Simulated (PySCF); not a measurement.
**C$_{2}$H$_{8}$NSSi, doublet, SMILES `CC([S])[SiH2]N`: what the electrons do**

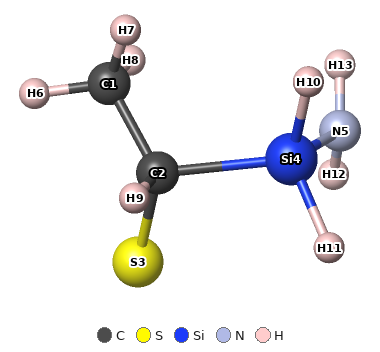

The molecule, with its atoms numbered as below. No frequency check shows the geometry to be a minimum.

Cartesian coordinates (Å):

```
C1       0.9513    1.6568    0.4726
C2       0.6863    0.4921   -0.4627
S3       1.4590   -1.0144    0.0777
Si4     -1.2114    0.0617   -0.6012
N5      -1.9095   -0.4672    0.8718
H6       2.0171    1.8806    0.5119
H7       0.4231    2.5455    0.1300
H8       0.6201    1.4191    1.4818
H9       1.0576    0.7092   -1.4658
H10     -1.8719    1.3165   -0.9576
H11     -1.3344   -1.0206   -1.5689
H12     -1.5592   -1.3054    1.3092
H13     -2.1963    0.1980    1.5710
```

## 1. Bonding charge

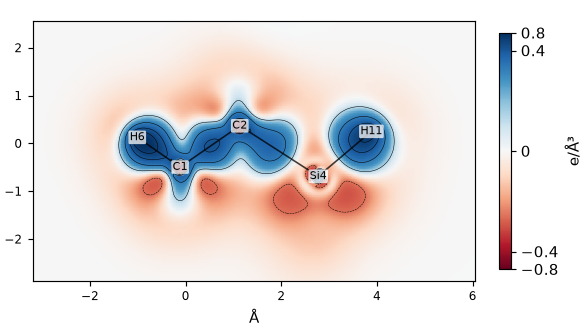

Deformation density (molecule less spherical, spin-averaged free atoms) in the plane of C1, C2, Si4, H6 and H11; colour scale in e/Å³, logarithmic beyond ±0.1; blue: gain, red: loss.

Method: PBE0/def2-SVPD; geometry: GFN2-xTB; program: PySCF. The stability of the open-shell solution wasn't checked. GFN2-xTB doesn't know the spin state, so this open-shell geometry is rough.

> How much density has each bond in this plane gained at its critical point, relative to the free atoms?

C1–H6: +0.68 e/Å³ at the bond critical point (bond length 1.09 Å). C1–C2: +0.43 e/Å³ at the bond critical point (bond length 1.52 Å). Si4–H11: +0.20 e/Å³ at the bond critical point (bond length 1.46 Å). C2–Si4: +0.10 e/Å³ at the bond critical point (bond length 1.95 Å); up to 0.6 Å beside the axis the gain reaches +0.32 e/Å³. In all, 2.9 electrons gather in the regions of gain relative to the promolecule. A small or negative value marks a very polar bond, one between electron-rich atoms, whose free-atom densities already overlap strongly, a long bond to a heavier atom, or a closed-shell contact such as a hydrogen bond.

> Where do the Hirshfeld charges lie?

The highest Hirshfeld charge is on Si4 (+0.36 e), the lowest on N5 (−0.29 e).

## 2. Electrostatic potential

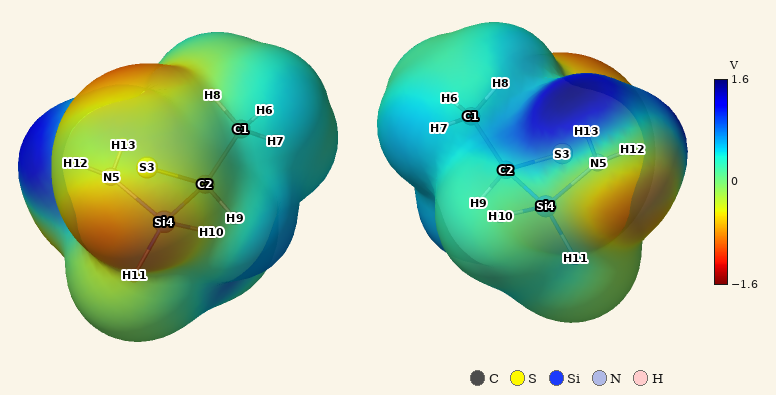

Electrostatic potential on the surface of electron density 0.001 a.u. (back view left, front view right).

> Where are the extremes of the potential on the surface?

Highest: 1.52 V, 1.2 Å from H13. Further maxima include 1.30 V, 1.2 Å from H12; 0.89 V, near H9 (1.96 Å), H11 (2.09 Å), Si4 (2.11 Å) and H10 (2.11 Å). Lowest: −1.04 V, 2.3 Å from S3. The surface is sampled at points, so like sites can differ by a few per cent and only the strongest of them is named.

## 3. Spin density

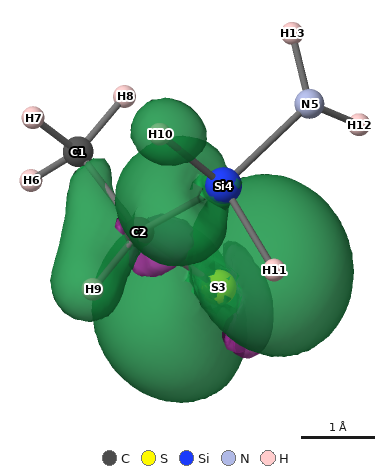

Spin density ρα − ρβ at ±0.01 e/Å³ (green: excess α, purple: excess β).

> Give the atomic spin populations that go with this picture.

Hirshfeld spin populations: S3 +0.80, C2 +0.07 and Si4 +0.06. ⟨S²⟩ = 0.75, as for a pure state. The picture also shows regions of β spin from spin polarisation; the Hirshfeld sums, whose atoms overlap, net them against the α spin of neighbours.

## 4. In an electric field

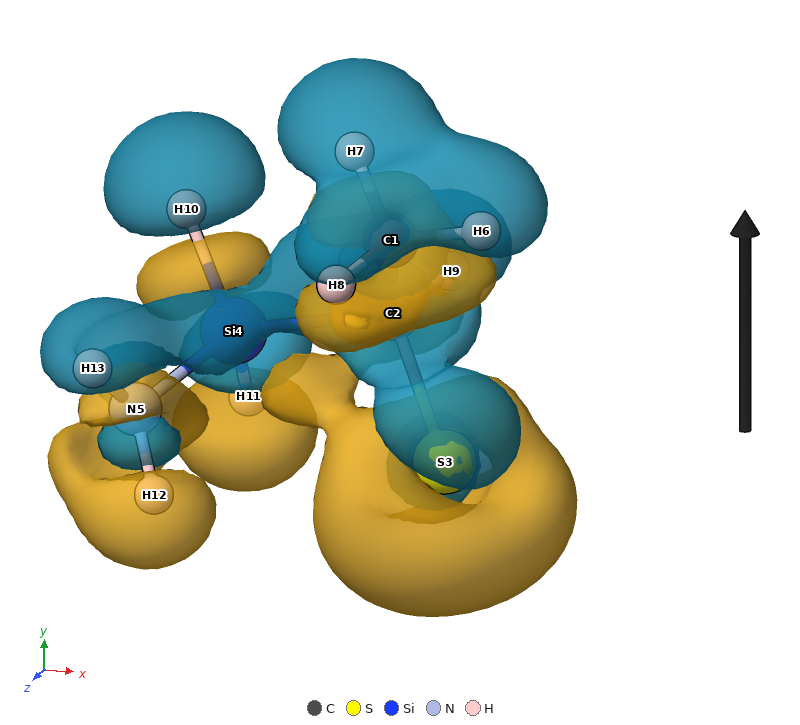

Change of the electron density in a uniform field of 0.51 V/Å along +y (arrow), surfaces at ±0.003 e/Å³ (yellow: gain, teal: loss).

Computed with PySCF, B3LYP/def2-SVPD, geometry: GFN2-xTB. The stability of the open-shell solution wasn't checked. GFN2-xTB doesn't know the spin state, so this open-shell geometry is rough.

> What dipole is induced, and what polarisability does it imply?

The induced dipole is 2.17 D (along the field); α along this axis, from the fields in both directions, is 85 bohr³ (12.6 Å³).

> Which atoms gain and lose the most charge?

Electrons gather most on S3 (Hirshfeld charge changes by −0.062 e) and leave H10 most (+0.022 e); 0.188 electrons are displaced in all.

## 5. Removing or adding an electron

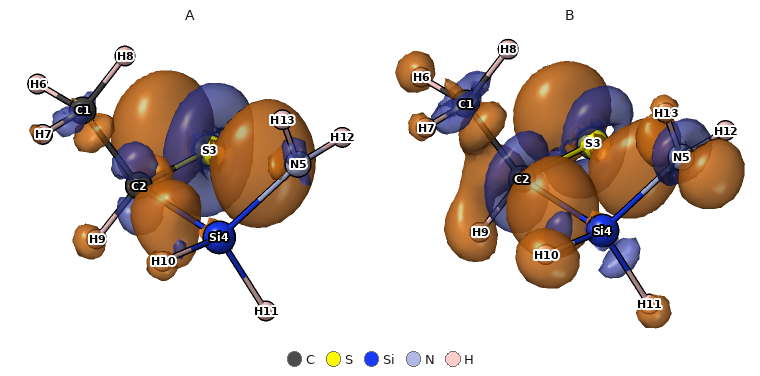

The two Fukui functions at ±0.03 e/Å³ (orange positive, blue negative).

Level of theory: B3LYP/6-31+G* (PySCF), at a geometry from GFN2-xTB. GFN2-xTB doesn't know the spin state, so this open-shell geometry is rough.

> Which panel is f⁻ (electron removed) and which f⁺ (electron added)?

A is f⁺, B is f⁻. f⁻ (Hirshfeld-condensed) is largest on S3 (0.35); the vertical ionisation energy is 9.08 eV (to the singlet cation, which needn't be its lowest state). f⁺ (Hirshfeld-condensed) is largest on S3 (0.55); the vertical electron affinity is 1.90 eV (to the singlet anion, which needn't be its lowest state; the anion's highest orbital has positive energy, so this value and f⁺ depend on the basis).

The PySCF runs shown took 95 s, 4.3 min and 87 s on 1 thread of Arm Neoverse V1 (shared host).
